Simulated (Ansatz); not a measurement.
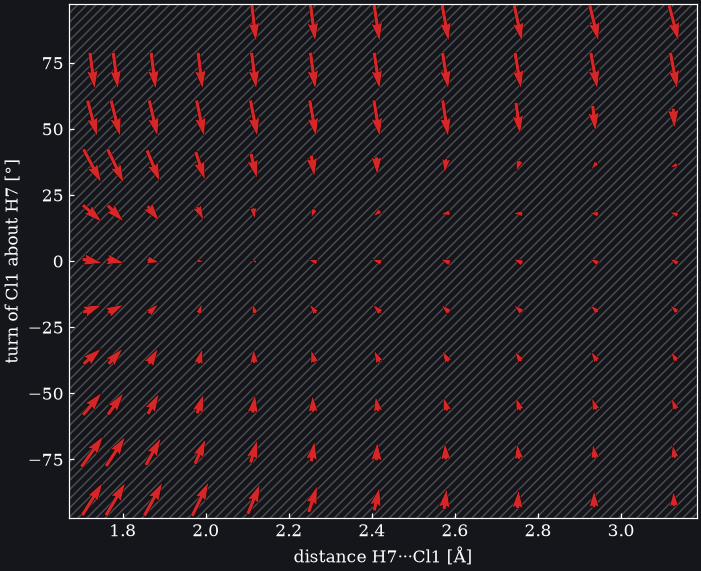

The pair Cl···CH₄O, charge −1. 
- The turn is about an axis along (−0.30, 0.95, −0.04) in the frame of the relaxed pair, normal to the line between the partners.
- The first coordinate is: distance H7···Cl1; the second: turn of Cl1 about H7.
- Grid: 11 × 11 points. At 4 points there is no value (left out of the scan, as a rule where atoms come close).
- Points are written as (first, second).
- Method: RKS PBE0-D4/def2-TZVPD (Ansatz).

In the figure: arrows along the force (downhill), their lengths compressed, hatched blanks where no value was computed.

The arrows alone are given. Where is the energy lowest?

The arrows converge at about (2.059 Å, 0°) (read from the interpolated surface).

The energy map of the same scan:

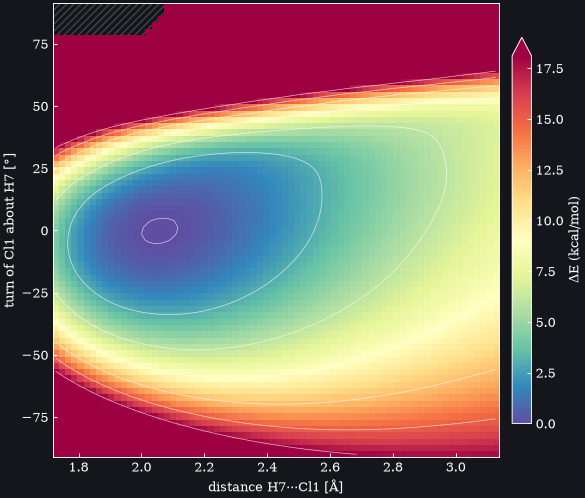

Energies are in kcal/mol, from the lowest grid point; between grid points the surface is interpolated.
